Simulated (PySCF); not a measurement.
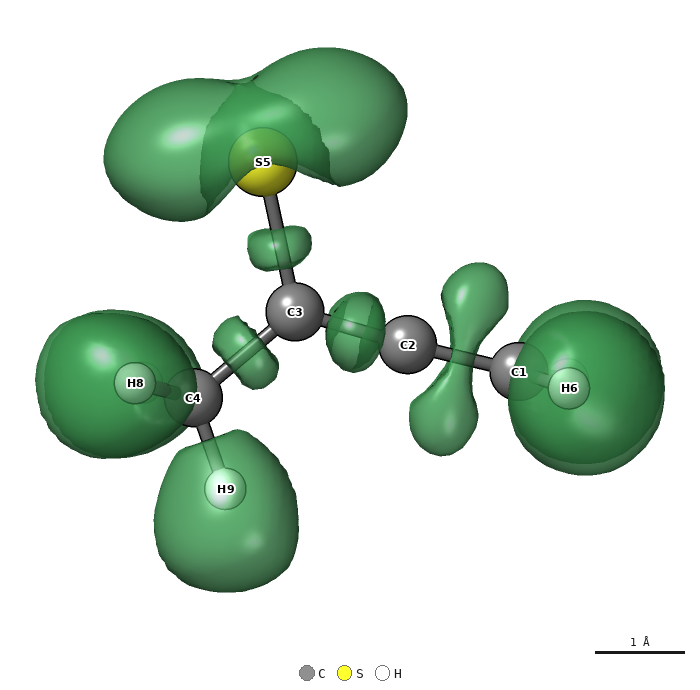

The picture shows: C4H5S (SMILES C=[C]C(C)=S) (doublet). Isosurface of the ELF at 0.8 (green), seen across its widest extent. Core shells and regions of very low density are left out.

Geometry: GFN2-xTB.

These are results of UKS B3LYP, pcH-1 on C H S, non-relativistic, mean-field spin-orbit, GIAO in PySCF 2.14.0, density-fitted response routines, not measurements.

```xyz
10

C     2.1021    0.1565    0.1273
C     0.8279    0.2840   -0.0211
C    -0.4669    0.4722   -0.1905
C    -1.4968   -0.5865    0.0596
S    -1.0078    2.0197   -0.7364
H     2.5952    0.3758    1.0625
H     2.7401   -0.1863   -0.6739
H    -2.2437   -0.2151    0.7595
H    -1.0364   -1.4854    0.4632
H    -2.0048   -0.8304   -0.8728
```

Q: What do the ELF domains correspond to?

A: At this value the surface marks out three regions between bonded C–C atoms (shared pairs), one region between bonded C–S atoms (shared pairs), five regions around hydrogen nuclei and one ring or bowl of non-bonding electrons around S. Profiles from the grid: C–C (1.29 Å): the ELF peaks at about 0.90 between the atoms (a multiple bond). C–S (1.73 Å): the ELF peaks at about 0.90 between the atoms, as expected for a covalent bond.
